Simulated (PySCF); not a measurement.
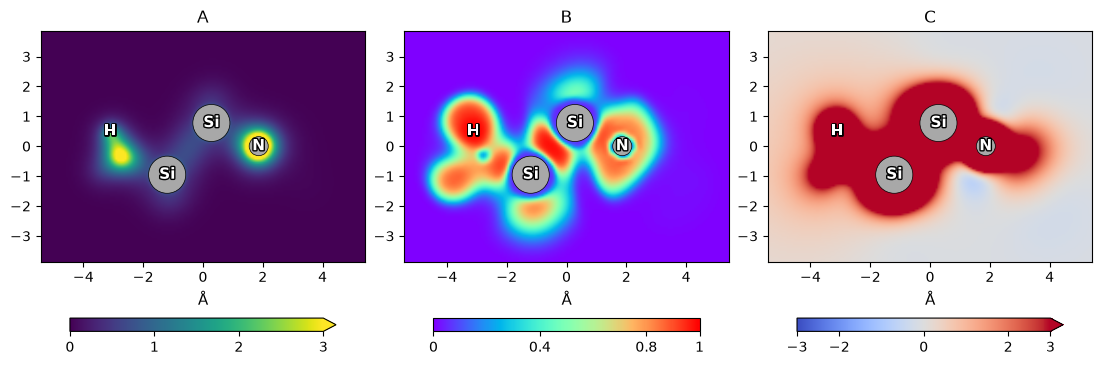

H11N2Si4 (doublet): 3 fields on the plane of atoms Si2, Si3 and N4, with unlabelled colour scales. Grey discs cover the atomic cores.

Geometry: GFN2-xTB.

Theory: UKS B3LYP, pcH-1 on H N Si, non-relativistic, mean-field spin-orbit, GIAO (PySCF 2.14.0, density-fitted response routines).

```xyz
17

N     3.5662   -0.2483   -0.4003
Si    2.0725   -0.4768    0.4620
Si    0.3658   -0.0437   -0.9788
N    -1.0630    0.0539    0.0486
Si   -2.1559   -1.2863    0.1604
Si   -1.5176    1.5887    0.7105
H     4.4425   -0.2254    0.0941
H     3.6951   -0.6876   -1.2973
H     2.3595    0.3449    1.6574
H     0.2532    1.1300   -1.8728
H     0.1653   -1.1929   -1.8824
H    -2.7866   -1.2484    1.4778
H    -1.3585   -2.5024    0.0093
H    -3.1763   -1.2130   -0.8906
H    -2.4000    2.3188   -0.2057
H    -0.2777    2.3419    0.9122
H    -2.1915    1.3584    1.9856
```

> The panels show electron density, electron localisation function and electrostatic potential in some order. Assign them.

Panel A: electron density. Panel B: electron localisation function. Panel C: electrostatic potential (strongly positive close to the atoms, with negative regions outside electron-rich atoms). From the grid: Si–Si (2.28 Å): ρ is about 0.7 e/Å³ halfway; the ELF peaks at about 1 between the atoms (localised, covalent bonding).
